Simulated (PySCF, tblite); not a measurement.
# C9H9BN2O: excited states

Aim: compute the excited states of C9H9BN2O (`ON1C=CC=CB1c1ccncc1`).

Programs: tblite 0.8.0 and PySCF 2.14.0, with routines of our own; each step states its level. All values are computed. Atoms count from 0.

### Step 1. The starting structure

22 atoms, charge 0, multiplicity 1; geometry from: force field or distance geometry start.

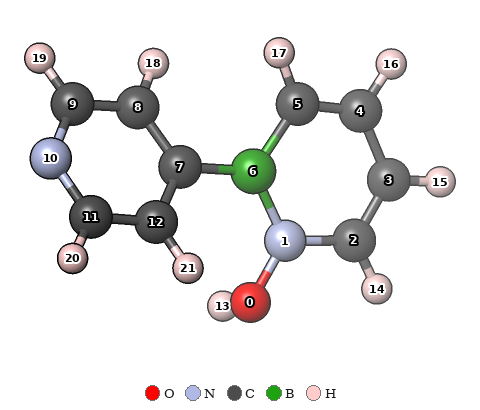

The starting geometry (oxygen red, nitrogen light blue, carbon dark grey, boron green, hydrogen pink).

### Step 2. Geometry optimisation with GFN2-xTB

Job settings and geometry (Å):

```
{"job": {"kind": "relax", "xc": "GFN2-xTB", "basis": "xTB"}, "charge": 0, "multiplicity": 1}
O      0.892300    -2.221000    -0.847200
N      1.388000    -1.040200    -0.409600
C      2.827900    -0.878600    -0.321500
C      3.371400     0.305100     0.014600
C      2.550200     1.485500     0.363000
C      1.209100     1.460200     0.339800
B      0.478500     0.132000    -0.035300
C     -1.095000     0.029400    -0.041400
C     -1.875900     1.151700    -0.338200
C     -3.278200     1.050000    -0.339500
N     -3.873900    -0.137300    -0.059300
C     -3.147200    -1.247200     0.241000
C     -1.752700    -1.183700     0.263700
H      0.820000    -2.112500    -1.832700
H      3.460900    -1.701600    -0.564900
H      4.448000     0.384300     0.072700
H      3.058000     2.409400     0.627000
H      0.651500     2.341300     0.607900
H     -1.424000     2.109000    -0.576000
H     -3.876200     1.917100    -0.570900
H     -3.652400    -2.165300     0.476400
H     -1.190700    -2.068300     0.526900
```

On the command line:

```sh
OMP_NUM_THREADS=1 python excited_run.py task.json out
```

This one command runs all jobs of the session in turn.

The log of the run:

```text
step      E/eV     max force
  0    -950.23148    4.749
  1    -950.72067    1.221
  2    -950.82155    1.022
  3    -950.95452    0.787
  4    -950.98155    0.416
  5    -950.99410    0.295
  6    -951.00396    0.249
  7    -951.01321    0.214
  8    -951.01802    0.195
  9    -951.02138    0.148
 10    -951.02348    0.114
 11    -951.02490    0.093
 12    -951.02603    0.085
 13    -951.02732    0.091
 14    -951.02913    0.116
 15    -951.03134    0.141
 16    -951.03338    0.113
 17    -951.03491    0.096
 18    -951.03617    0.109
 19    -951.03751    0.120
 20    -951.03911    0.099
 21    -951.04087    0.110
 22    -951.04282    0.117
 23    -951.04527    0.139
 24    -951.04871    0.159
 25    -951.05357    0.227
 26    -951.06015    0.250
 27    -951.06721    0.455
 28    -951.05718    0.894
 29    -951.07408    0.680
 30    -951.07476    0.317
 31    -951.08486    0.134
 32    -951.08954    0.297
 33    -951.09472    0.571
 34    -951.10432    0.453
 35    -951.11258    0.218
 36    -951.11557    0.676
 37    -951.12314    0.170
 38    -951.12860    0.138
 39    -951.13575    0.484
 40    -951.13829    0.239
 41    -951.14136    0.120
 42    -951.14463    0.221
 43    -951.14638    0.122
 44    -951.14842    0.096
 45    -951.14950    0.074
 46    -951.15045    0.062
 47    -951.15128    0.069
 48    -951.15225    0.063
 49    -951.15312    0.076
 50    -951.15377    0.065
 51    -951.15430    0.050
 52    -951.15477    0.051
 53    -951.15517    0.049
 54    -951.15557    0.056
 55    -951.15601    0.053
 56    -951.15649    0.056
 57    -951.15686    0.037
 58    -951.15713    0.048
 59    -951.15742    0.063
 60    -951.15788    0.075
 61    -951.15857    0.094
 62    -951.15941    0.086
 63    -951.16019    0.075
 64    -951.16092    0.073
 65    -951.16174    0.083
 66    -951.16266    0.075
 67    -951.16354    0.059
 68    -951.16433    0.064
 69    -951.16516    0.080
 70    -951.16627    0.106
 71    -951.16766    0.103
 72    -951.16907    0.069
 73    -951.17027    0.081
 74    -951.17117    0.069
 75    -951.17181    0.102
 76    -951.17234    0.052
 77    -951.17285    0.045
 78    -951.17321    0.054
 79    -951.17359    0.058
 80    -951.17391    0.058
 81    -951.17418    0.045
 82    -951.17444    0.048
 83    -951.17468    0.040
 84    -951.17488    0.029
 85    -951.17501    0.019
 86    -951.17510    0.017
 87    -951.17517    0.015
 88    -951.17522    0.013
 89    -951.17524    0.012
 90    -951.17526    0.009
```

Wall time 1.2 s (1 thread of Intel Xeon Platinum 8488C, shared host); peak memory 0.18 GiB.

Relaxation path: (not every step is listed)

| step | energy from step 0 (eV) | largest force (eV/Å) |
| --- | --- | --- |
| 0 | 0.0000 | 4.7489 |
| 1 | -0.4892 | 1.2214 |
| 2 | -0.5901 | 1.0222 |
| 3 | -0.7230 | 0.7869 |
| 4 | -0.7501 | 0.4158 |
| 5 | -0.7626 | 0.2947 |
| 6 | -0.7725 | 0.2488 |
| 7 | -0.7817 | 0.2142 |
| 8 | -0.7865 | 0.1946 |
| 15 | -0.7999 | 0.1411 |
| 22 | -0.8113 | 0.1167 |
| 29 | -0.8426 | 0.6795 |
| 36 | -0.8841 | 0.6757 |
| 43 | -0.9149 | 0.1223 |
| 50 | -0.9223 | 0.0646 |
| 57 | -0.9254 | 0.0369 |
| 64 | -0.9294 | 0.0729 |
| 71 | -0.9362 | 0.1033 |
| 78 | -0.9417 | 0.0543 |
| 85 | -0.9435 | 0.0194 |
| 86 | -0.9436 | 0.0169 |
| 87 | -0.9437 | 0.0154 |
| 88 | -0.9437 | 0.0130 |
| 89 | -0.9438 | 0.0120 |
| 90 | -0.9438 | 0.0094 |

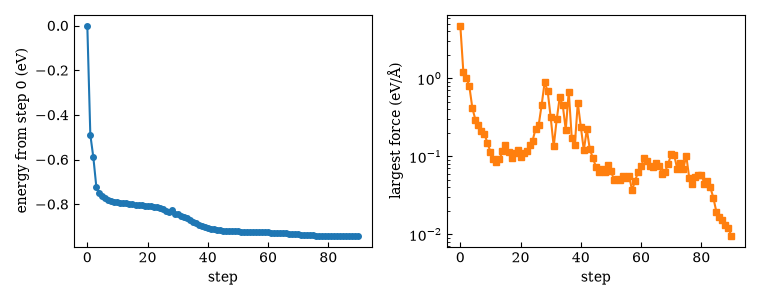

Energy and force, step by step.

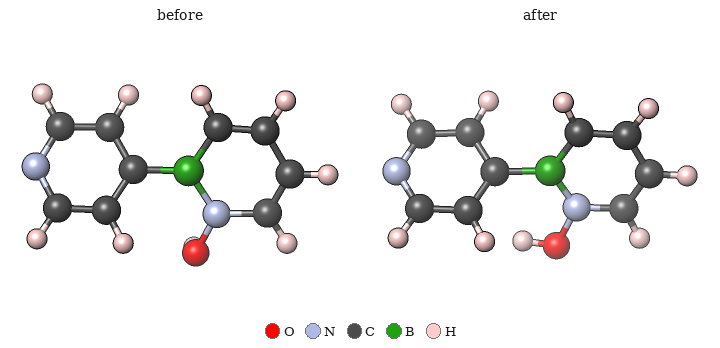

Before and after, at one scale.

Distances of close pairs at the start and the end, largest changes first:

| bond | before (Å) | after (Å) | change (Å) |
| --- | --- | --- | --- |
| N1–B6 | 1.530 | 1.415 | -0.116 |
| N1–C2 | 1.452 | 1.344 | -0.107 |
| C3–C4 | 1.480 | 1.407 | -0.073 |
| C5–B6 | 1.562 | 1.509 | -0.053 |
| O0–N1 | 1.353 | 1.402 | +0.049 |
| N10–C11 | 1.360 | 1.322 | -0.038 |
| C9–N10 | 1.358 | 1.324 | -0.034 |
| C4–C5 | 1.342 | 1.367 | +0.025 |

The end geometry stands in the next job.

### Step 3. Harmonic vibrations with GFN2-xTB

Job settings and geometry (Å):

```
{"job": {"kind": "ir", "xc": "GFN2-xTB", "basis": "xTB"}, "charge": 0, "multiplicity": 1}
O      0.921619    -1.987220    -1.142874
N      1.399731    -0.816369    -0.537545
C      2.740961    -0.727330    -0.543606
C      3.379662     0.352984    -0.012286
C      2.643354     1.410886     0.551000
C      1.277156     1.371449     0.574274
B      0.551325     0.180562    -0.001580
C     -1.013760     0.013249    -0.056136
C     -1.827979     1.037587    -0.547148
C     -3.200260     0.864815    -0.592703
N     -3.811669    -0.236291    -0.185436
C     -3.058623    -1.209478     0.297451
C     -1.677380    -1.138113     0.381357
H     -0.046380    -1.940182    -1.112304
H      3.265188    -1.555968    -0.996550
H      4.456627     0.388867    -0.032467
H      3.188760     2.253446     0.955816
H      0.754242     2.208679     1.018033
H     -1.383203     1.958198    -0.894093
H     -3.849618     1.643586    -0.973022
H     -3.592380    -2.090865     0.630936
H     -1.127784    -1.963106     0.815286
```

The log of the run:

```text
mode    cm-1     km/mol
  1      48.1      0.30
  2      65.1      0.94
  3      84.7      0.84
  4     173.6      2.46
  5     229.3      1.96
  6     252.0      0.18
  7     275.4      0.04
  8     315.9     22.77
  9     352.3    111.30
 10     383.9      3.06
 11     406.5      6.79
 12     472.5      1.38
 13     491.8      3.75
 14     518.5      5.16
 15     569.1      8.56
 16     623.4     12.51
 17     638.4     13.21
 18     684.0      7.54
 19     708.3      3.03
 20     763.8     34.92
 21     785.9     11.92
 22     796.6     12.64
 23     862.0      0.18
 24     890.5      0.86
 25     897.4      0.20
 26     920.8      0.16
 27     927.9      0.34
 28     952.9      0.33
 29     975.7     10.59
 30    1017.4     15.64
 31    1066.1      0.79
 32    1092.0     24.38
 33    1108.8      1.29
 34    1125.1      4.79
 35    1160.8     75.75
 36    1176.5      5.50
 37    1192.9     30.19
 38    1213.3      0.21
 39    1220.0      1.64
 40    1242.2     41.32
 41    1260.7      0.25
 42    1279.6      1.83
 43    1323.1     77.76
 44    1366.3      6.05
 45    1400.7     61.87
 46    1423.5     16.63
 47    1464.3     31.93
 48    1518.2     49.73
 49    1533.0      6.02
 50    1584.8     73.08
 51    1604.1     40.75
 52    3043.8     33.13
 53    3047.2     42.25
 54    3050.7     27.07
 55    3056.6     58.97
 56    3065.6     63.82
 57    3083.8     40.09
 58    3091.5      5.05
 59    3112.0     36.41
 60    3438.0     90.39
```

It took 1.3 s on 1 thread of Intel Xeon Platinum 8488C, shared host; peak memory 0.18 GiB.

Which atoms move in the most intense modes:

| cm⁻¹ | km/mol | atoms |
| --- | --- | --- |
| 352 | 111.3 | H13 77 % |
| 1161 | 75.8 | H15 34 %, N1 21 %, H13 15 %, O0 12 % |
| 1323 | 77.8 | N1 15 %, H14 14 %, C3 13 %, C5 13 % |
| 1401 | 61.9 | N1 24 %, C4 17 %, H16 11 %, C2 11 % |
| 1585 | 73.1 | C11 21 %, C8 21 %, C9 21 %, C12 18 % |
| 3057 | 59.0 | H21 71 %, H20 21 % |
| 3066 | 63.8 | H17 65 %, H16 26 % |
| 3438 | 90.4 | H13 94 % |

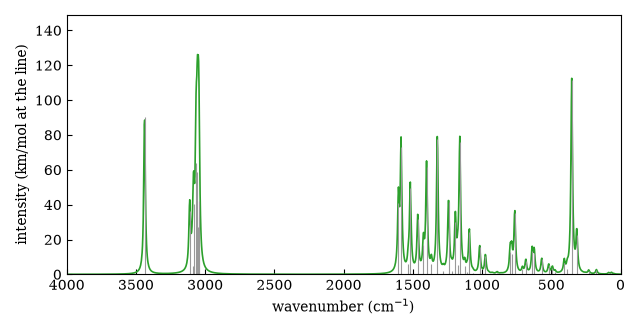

The infrared spectrum from these modes, unscaled. Lines are broadened to a width of 14 cm⁻¹ (Lorentzian).

### Step 4. Excited states: TDA PBE0/def2-SVP

Settings changed since step 3:

```diff
@@ -1,2 +1,2 @@
-{"job": {"kind": "ir", "xc": "GFN2-xTB", "basis": "xTB"}, "charge": 0, "multiplicity": 1}
+{"job": {"kind": "states", "xc": "PBE0", "basis": "def2-SVP", "tda": true, "soc": true, "nstates": 8, "ntriplets": 5, "nquad": 4}, "charge": 0, "multiplicity": 1}
 O      0.921619    -1.987220    -1.142874
```

Level: TDA PBE0/def2-SVP excited states, vertical, gas phase, spin-orbit mean-field couplings.

The log of the run:

```text
coarse grid: 19656 points
cycle   1  E = -556.7042266732  dE =  2.474e+00  |g| = 6.709e-01  |ddm| = 5.563e+00
cycle   2  E = -556.5888462720  dE =  1.154e-01  |g| = 9.897e-01  |ddm| = 1.570e+00
cycle   3  E = -556.8027995800  dE = -2.140e-01  |g| = 1.646e-01  |ddm| = 9.624e-01
cycle   4  E = -556.8090572426  dE = -6.258e-03  |g| = 5.872e-02  |ddm| = 2.239e-01
cycle   5  E = -556.8098368557  dE = -7.796e-04  |g| = 1.997e-02  |ddm| = 7.516e-02
cycle   6  E = -556.8099287980  dE = -9.194e-05  |g| = 5.165e-03  |ddm| = 2.487e-02
cycle   7  E = -556.8099351773  dE = -6.379e-06  |g| = 1.607e-03  |ddm| = 6.599e-03
final grid: 193624 points
cycle   8  E = -556.8888110420  dE = -4.245e-05  |g| = 9.930e-03  |ddm| = 4.457e-02
cycle   9  E = -556.8887905899  dE =  2.045e-05  |g| = 1.403e-02  |ddm| = 2.258e-02
cycle  10  E = -556.8888344723  dE = -4.388e-05  |g| = 2.056e-03  |ddm| = 1.359e-02
cycle  11  E = -556.8888355322  dE = -1.060e-06  |g| = 4.779e-04  |ddm| = 2.636e-03
cycle  12  E = -556.8888355853  dE = -5.311e-08  |g| = 1.852e-04  |ddm| = 6.998e-04
cycle  13  E = -556.8888355929  dE = -7.601e-09  |g| = 3.919e-05  |ddm| = 2.098e-04
cycle  14  E = -556.8888355932  dE = -2.888e-10  |g| = 2.092e-05  |ddm| = 6.487e-05
converged SCF energy = -556.8888355932

Singlet excitations
state   eV       nm        f     d(h-e)  d(exc)  Lambda  PR(NTO)  |dmu|/D   mu/D   main configurations
  1   4.6056   269.2   0.01404   1.424   3.242   0.465   1.017    3.857    1.603   H-1->L 0.81
  2   4.7599   260.5   0.19263   2.635   4.249   0.599   1.070    8.225   10.521   H->L 0.86
  3   4.9748   249.2   0.00031   1.075   2.753   0.377   1.006    2.402    0.209   H-1->L+2 0.93
  4   5.2012   238.4   0.00304   2.913   4.490   0.385   1.299    9.612   11.905   H->L+2 0.76, H-2->L 0.10
  5   5.2740   235.1   0.05521   0.846   3.418   0.679   1.677                     H->L+1 0.59, H-3->L 0.18
  6   5.6684   218.7   0.03055   0.010   3.637   0.580   1.909                     H-2->L 0.62, H-4->L+2 0.21, H->L+2 0.13
  7   5.7856   214.3   0.00152   5.118   5.881   0.300   1.041                     H-1->L+1 0.84, H-1->L 0.09
  8   5.9919   206.9   0.07130   2.152   4.278   0.570   1.659                     H-3->L 0.67, H->L+1 0.12, H->L+3 0.11

Triplet excitations (Tamm-Dancoff)
state   eV     d(h-e)  d(exc)  Lambda  PR(NTO)   main configurations
  1   3.5557   0.196   2.663   0.720   1.035   H->L+1 0.65, H->L 0.27
  2   3.8723   0.849   2.987   0.493   1.165   H-1->L 0.62, H->L 0.13, H-1->L+1 0.08
  3   3.9260   0.683   3.286   0.622   1.498   H->L 0.41, H-1->L 0.18, H->L+1 0.11
  4   4.3291   0.128   2.532   0.797   2.384   H-2->L+2 0.54, H-4->L 0.20
  5   4.5688   0.458   2.828   0.582   1.128   H-2->L 0.80, H-2->L+1 0.10
S1 - T1 = 1.0499 eV

Spin-orbit couplings |<S|Hso|T>| (cm-1)
             T1       T2       T3       T4       T5
S0        0.455   20.252   10.265    0.413    0.665
S1        0.814    1.338    3.651    4.761    1.613
S2        0.913    1.948    0.214    0.992    1.046
S3        0.177    0.529    0.355    1.210    2.015
S4        1.455    0.692    0.719    0.765    0.380
S5        0.243    0.451    1.116    0.298    1.281
S6        0.329    1.308    0.818    1.043    0.356
S7        0.876    0.662    0.570    0.565    0.158
S8        0.659    0.448    0.325    0.653    1.571
T1 sublevels (cm-1): 0.000 0.000 0.000   radiative rates (1/s): 0.729 0.00945 0.0388
```

Run time: 2 min. Hardware: 1 thread of Intel Xeon Platinum 8488C, shared host; peak memory 0.9 GiB.

From this job:

| quantity | value |
| --- | --- |
| S1 less T1 | 1.05 eV |

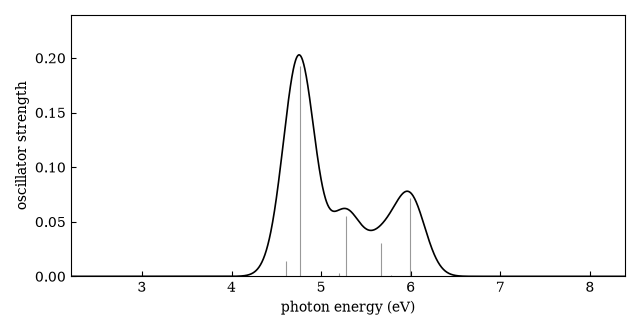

Absorption lines of the singlets. Lines are broadened to a width of 0.40 eV (Gaussian).

### Step 5. Outcome

| quantity | value |
| --- | --- |
| strongest single infrared mode (GFN2-xTB) | 352 cm⁻¹, 111 km/mol |
| zero-point energy (GFN2-xTB) | 103.5 kcal/mol |
| S1 less T1 (step 4, TDA PBE0/def2-SVP) | 1.05 eV |

In words: No mode is imaginary among the 60: a minimum at this level. The strongest single mode, at 352 cm⁻¹, moves mainly H13. Unscaled tight-binding wavenumbers are off by several per cent, some by more. Its intensities can rank the bands wrongly. In step 4, the number of triplets below S1 is at least 5, and the largest singlet-triplet spin-orbit coupling is S0–T2, 20.25 cm⁻¹.
